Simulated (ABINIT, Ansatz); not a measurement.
## MoS3 (Pm-3m): zone-centre phonons

Aim: the zone-centre modes of MoS3 (Pm-3m).

Calculated with ABINIT 10.8.3; DFT PBEsol, scalar-relativistic, plane waves, PseudoDojo norm-conserving pseudopotentials.

The structure was built from a prototype and need not be the compound's stable phase.

### Step 1. The starting structure

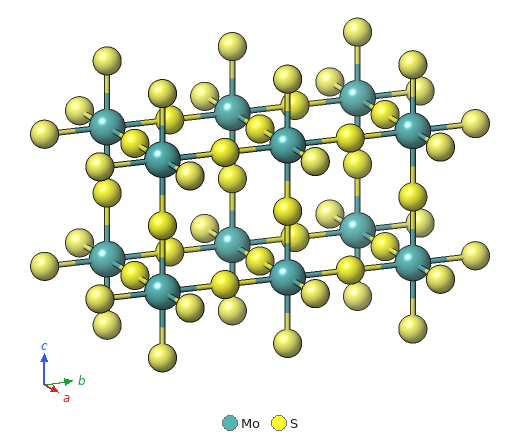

The starting structure, seen slightly off an axis (molybdenum teal, sulfur yellow). 1×2×1 cells are drawn. Some periodic images of atoms are drawn too.

As a file:

```cif
data_structure
_symmetry_space_group_name_H-M 'P 1'
_symmetry_Int_Tables_number 1
_cell_length_a 4.6300
_cell_length_b 4.6300
_cell_length_c 4.6300
_cell_angle_alpha 90.000
_cell_angle_beta 90.000
_cell_angle_gamma 90.000
_cell_volume 99.26
loop_
_atom_site_label
_atom_site_type_symbol
_atom_site_fract_x
_atom_site_fract_y
_atom_site_fract_z
_atom_site_occupancy
Mo1 Mo 0.00000 0.00000 0.00000 1
S2 S 0.00000 0.00000 0.50000 1
S3 S 0.00000 0.50000 0.00000 1
S4 S 0.50000 0.00000 0.00000 1
```

### Step 2. Relaxation

The harmonic expansion needs vanishing forces, and a free crystal bears no stress, so cell and atoms are brought to rest. Stress is more sensitive to the basis than forces are: the last 3 Ha under the cutoff are smoothed with ecutsm, and the cutoff is raised above that of the later runs.

The starting cell comes from a relaxation made beforehand in Ansatz (PBEsol, PseudoDojo NC).

Contents of relax.abi:

```
# relaxation
ionmov 2
optcell 2
dilatmx 1.08
ntime 40
tolmxf 1.0d-05
tolvrs 1.0d-14
prtwf 0
prtden 0
chksymtnons 0

# basis, mesh and filling
ecut 44.0
ecutsm 3.0
ngkpt 8 8 8
nshiftk 1
shiftk 0.0 0.0 0.0
istwfk *1
occopt 3
tsmear 0.01
nband 24
nstep 100
diemac 1000000.0
prtebands 0
prtgsr 0
useylm 1

# cell and atoms
acell 8.749518554 8.749518554 8.749518554
rprim 
    1.0 0.0 0.0
    0.0 1.0 0.0
    0.0 0.0 1.0
ntypat 2
znucl 42 16
natom 4
typat 1 2 2 2
xred 
    0.0 0.0 0.0
    0.0 0.0 0.5
    0.0 0.5 0.0
    0.5 0.0 0.0
pp_dirpath "./pseudo"
pseudos "Mo.upf, S.upf"
```

Started as:

```sh
$ OMP_NUM_THREADS=1 mpirun -n 4 abinit relax.abi > relax.log
```

Numbers of over 12 decimals in the logs are rounded to 6 here.

relax.abo, the main output file:

```text
[banners, grids, parts of the stress and lines that vanish by symmetry left out]
- input  file    -> relax.abi
- output file    -> relax.abo
- root for input  files -> relaxi
[...]
Symmetries : space group Pm -3 m (#221); Bravais cP (primitive cubic)
[...]
mpw =       11808          nfft =      216000          nkpt =          35
[...]
== DATASET  1 ==================================================================
[...]
cutoff_energies: {ecut:  44.0, pawecutdg:  -1.0, }
[...]
ETOT  1  -102.83006234238    -1.028E+02 9.382E-02 4.084E+03
 ETOT  2  -99.592550811994     3.238E+00 7.456E-02 3.431E+04
 ETOT  3  -103.33835441269    -3.746E+00 1.391E-02 2.516E+01
 ETOT  4  -103.33958972579    -1.235E-03 8.083E-03 1.663E+01
 ETOT  5  -103.34031485971    -7.251E-04 9.972E-04 7.663E+00
[...]
At SCF step   15       vres2   =  3.00E-15 < tolvrs=  1.00E-14 =>converged.
[...]
sigma(1 1)= -2.78623600E-05  sigma(3 2)=  0.00000000E+00
  sigma(2 2)= -2.78623600E-05  sigma(3 1)=  0.00000000E+00
  sigma(3 3)= -2.78623600E-05  sigma(2 1)=  0.00000000E+00
[...]
convergence: {deltae: -8.853E-12, res2:  3.000E-15, residm:  1.043E-04, diffor: null, }
etotal    :  -1.03341265E+02
[...]
ETOT  1  -103.33825242337    -1.033E+02 9.878E-05 3.476E+01
[...]
At SCF step   13       vres2   =  1.15E-15 < tolvrs=  1.00E-14 =>converged.
[...]
sigma(1 1)= -1.99679986E-05  sigma(3 2)=  0.00000000E+00
  sigma(2 2)= -1.99679986E-05  sigma(3 1)=  0.00000000E+00
  sigma(3 3)= -1.99679986E-05  sigma(2 1)=  0.00000000E+00
[...]
convergence: {deltae: -7.674E-13, res2:  1.151E-15, residm:  2.845E-05, diffor: null, }
etotal    :  -1.03341305E+02
[...]
ETOT  1  -103.32176895981    -1.033E+02 6.414E-05 2.231E+02
[...]
At SCF step   13       vres2   =  2.02E-15 < tolvrs=  1.00E-14 =>converged.
[...]
sigma(1 1)= -2.52788647E-07  sigma(3 2)=  0.00000000E+00
  sigma(2 2)= -2.52788647E-07  sigma(3 1)=  0.00000000E+00
  sigma(3 3)= -2.52788647E-07  sigma(2 1)=  0.00000000E+00
[...]
convergence: {deltae: -1.620E-12, res2:  2.023E-15, residm:  2.733E-06, diffor: null, }
etotal    :  -1.03341348E+02
[...]
ETOT  1  -103.34134488546    -1.033E+02 1.710E-06 3.868E-02
[...]
ETOT 10  -103.34134831665     1.440E-11 1.003E-06 2.157E-14
 ETOT 11  -103.34134831665    -5.031E-12 2.601E-07 4.466E-16
 At SCF step   11       vres2   =  4.47E-16 < tolvrs=  1.00E-14 =>converged.
[...]
sigma(1 1)= -2.36291246E-09  sigma(3 2)=  0.00000000E+00
  sigma(2 2)= -2.36291246E-09  sigma(3 1)=  0.00000000E+00
  sigma(3 3)= -2.36291246E-09  sigma(2 1)=  0.00000000E+00
[...]
convergence: {deltae: -5.031E-12, res2:  4.466E-16, residm:  2.601E-07, diffor: null, }
etotal    :  -1.03341348E+02
[...]
At Broyd/MD step   4, gradients are converged :
[...]
sigma(1 1)= -2.36291246E-09  sigma(3 2)=  0.00000000E+00
  sigma(2 2)= -2.36291246E-09  sigma(3 1)=  0.00000000E+00
  sigma(3 3)= -2.36291246E-09  sigma(2 1)=  0.00000000E+00
[...]
- sigma(1 1)= -6.95192846E-05  sigma(3 2)=  0.00000000E+00
- sigma(2 2)= -6.95192846E-05  sigma(3 1)=  0.00000000E+00
- sigma(3 3)= -6.95192846E-05  sigma(2 1)=  0.00000000E+00
[...]
fcart     -0.0000000000E+00 -0.0000000000E+00 -0.0000000000E+00
           strten     -2.3629124555E-09 -2.3629124560E-09 -2.3629124555E-09
================================================================================

[key lines of the parts left out:]
pressure_GPa:   6.9519E-05
Total energy (etotal) [Ha]= -1.03341348316652E+02
```

Elapsed: 6.4 min, on 4 MPI ranks of Arm Neoverse V2, shared host; 25 min of CPU time.

Relaxation path:

```tsv
step	energy less that of the first step (eV)	largest force (eV/Å)	volume (Å³)
1	0.0000	0.0000	99.26
2	-0.0011	0.0000	99.50
3	-0.0023	0.0000	100.14
4	-0.0023	0.0000	100.15
```

```tsv
conventional cell, symmetrised	before	after	change
a (Å)	4.630	4.644	+0.3 %
b (Å)	4.630	4.644	+0.3 %
c (Å)	4.630	4.644	+0.3 %
volume (Å³/atom)	24.81	25.04	+0.9 %
```

Final coordinates:

```xyz
4
Lattice="4.6439 0.0000 0.0000 0.0000 4.6439 0.0000 0.0000 0.0000 4.6439" Properties=species:S:1:pos:R:3 pbc="T T T"
Mo    0.0000    0.0000    0.0000
S     0.0000    0.0000    2.3220
S     0.0000    2.3220    0.0000
S     2.3220    0.0000    0.0000
```

Numbers from this step:

```yaml
volume_per_atom: 25.04 Å³
pressure: 6.95e-5 GPa
gap_on_the_k_mesh: 0 eV
```

The volume changes by +0.9 % from the cell with which this run began.

### Step 3. Self-consistent run for the response

First-order wavefunctions inherit every error of the ground state, hence the very tight tolvrs. Occupations are smeared.

Contents of gs.abi:

```
# ground state
tolvrs 1.0d-16
prtden 1
prtwf 1

# basis, mesh and filling
ecut 36.0
ngkpt 8 8 8
nshiftk 1
shiftk 0.0 0.0 0.0
istwfk *1
occopt 3
tsmear 0.01
nband 24
nstep 100
diemac 1000000.0
prtebands 0
prtgsr 0
useylm 1

# cell and atoms
acell 8.775736467 8.775736467 8.775736467
rprim 
    1.0 0.0 0.0
    0.0 1.0 0.0
    0.0 0.0 1.0
ntypat 2
znucl 42 16
natom 4
typat 1 2 2 2
xred 
    0.0 0.0 0.0
    0.0 0.0 0.5
    0.0 0.5 0.0
    0.5 0.0 0.0
pp_dirpath "./pseudo"
pseudos "Mo.upf, S.upf"
```

Started as:

```sh
$ OMP_NUM_THREADS=1 mpirun -n 4 abinit gs.abi > gs.log
```

gs.abo, the main output file:

```text
[banners, grids, parts of the stress and lines that vanish by symmetry left out]
- input  file    -> gs.abi
- output file    -> gs.abo
- root for input  files -> gsi
[...]
Symmetries : space group Pm -3 m (#221); Bravais cP (primitive cubic)
[...]
mpw =        7012          nfft =      110592          nkpt =          35
[...]
== DATASET  1 ==================================================================
[...]
cutoff_energies: {ecut:  36.0, pawecutdg:  -1.0, }
[...]
ETOT  1  -102.82169958364    -1.028E+02 6.931E-02 2.142E+03
 ETOT  2  -99.476896920768     3.345E+00 8.366E-02 1.803E+04
 ETOT  3  -103.33803691019    -3.861E+00 1.470E-02 1.399E+01
 ETOT  4  -103.33937906654    -1.342E-03 7.249E-03 9.228E+00
 ETOT  5  -103.34015363017    -7.746E-04 9.509E-04 4.298E+00
[...]
ETOT 15  -103.34120159516    -1.108E-12 8.689E-05 2.645E-15
 ETOT 16  -103.34120159515     8.811E-12 1.327E-04 1.465E-17
 At SCF step   16       vres2   =  1.47E-17 < tolvrs=  1.00E-16 =>converged.
[...]
sigma(1 1)=  3.14732746E-06  sigma(3 2)=  0.00000000E+00
  sigma(2 2)=  3.14732746E-06  sigma(3 1)=  0.00000000E+00
  sigma(3 3)=  3.14732746E-06  sigma(2 1)=  0.00000000E+00
[...]
convergence: {deltae:  8.811E-12, res2:  1.465E-17, residm:  1.327E-04, diffor: null, }
etotal    :  -1.03341202E+02
[...]
sigma(1 1)=  3.14732746E-06  sigma(3 2)=  0.00000000E+00
  sigma(2 2)=  3.14732746E-06  sigma(3 1)=  0.00000000E+00
  sigma(3 3)=  3.14732746E-06  sigma(2 1)=  0.00000000E+00
[...]
- sigma(1 1)=  9.25975709E-02  sigma(3 2)=  0.00000000E+00
- sigma(2 2)=  9.25975709E-02  sigma(3 1)=  0.00000000E+00
- sigma(3 3)=  9.25975709E-02  sigma(2 1)=  0.00000000E+00
[...]
fcart     -0.0000000000E+00 -0.0000000000E+00 -0.0000000000E+00
           strten      3.1473274636E-06  3.1473274636E-06  3.1473274636E-06
================================================================================

[key lines of the parts left out:]
pressure_GPa:  -9.2598E-02
```

The job ended after 62 s (4 MPI ranks; 4.1 min of CPU time).

This step gave:

* pressure: -0.09260 GPa

The cell stands at -0.093 GPa, close enough for phonons.

(Continued in part 2 of 4.)

[Host names and launcher messages were left out of these logs when they were recorded.]

[Logs are printed without paths, hosts, clocks, repeated set-up lines and the standing remarks that a program may print on its own settings, such as how far it seeks lower states.]

[Hosts, paths, dates, database ids (printed as entryN), source tags and the programs' standing remarks are cut or masked in the printed files.]
